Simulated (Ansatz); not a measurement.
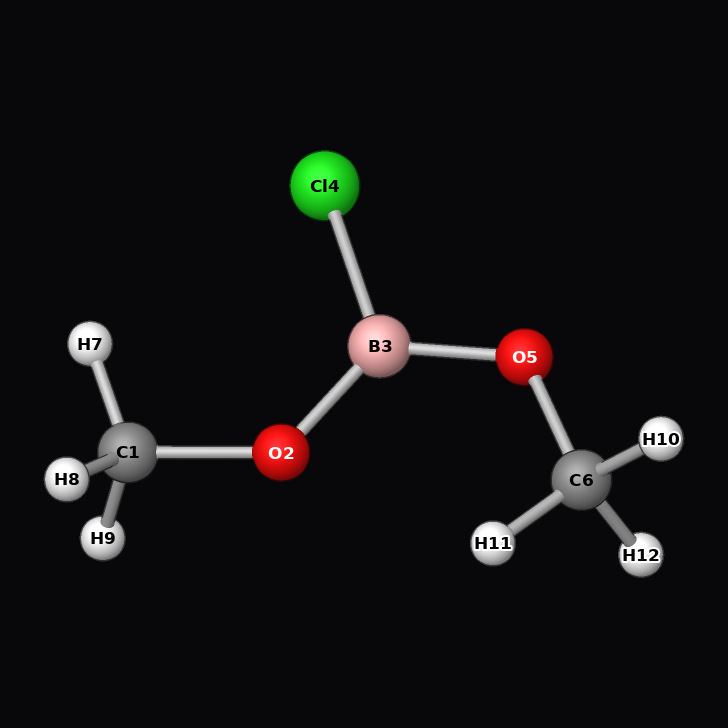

The questions are on Mulliken charges. Computed geometry: PBE-D4/def2-SVP optimisation. No frequency run is at hand to confirm it as a minimum. Properties computed with RKS PBE-D4/def2-SVP (Ansatz 0.2.0).

List the Mulliken charges.

```csv
atom,value (e)
C1,0.12
O2,−0.20
B3,0.03
Cl4,−0.13
O5,−0.18
C6,0.12
H7,0.03
H8,0.04
H9,0.04
H10,0.04
H11,0.04
H12,0.04
```

Mulliken values depend strongly on the basis set and can even reverse the polarity of a bond.
